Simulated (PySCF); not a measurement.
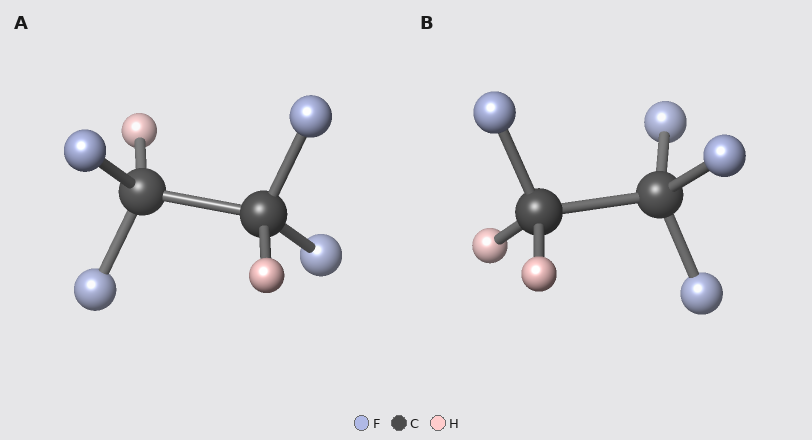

2 stationary structures of one formula. Geometries: PBE0-D3(BJ)/def2-SVP. Electronic energies: PBE0-D3(BJ)/def2-SVP (PySCF 2.14.0), without zero-point energy. No frequency run is at hand to confirm each as a minimum. Each is one conformer, not always the lowest.

**Rank them by energy, lowest first.**

B is lowest (Cs); A lies 30.0 kJ/mol above it (C2h). A is `FC(F)C(F)F`, B is `FCC(F)(F)F`.
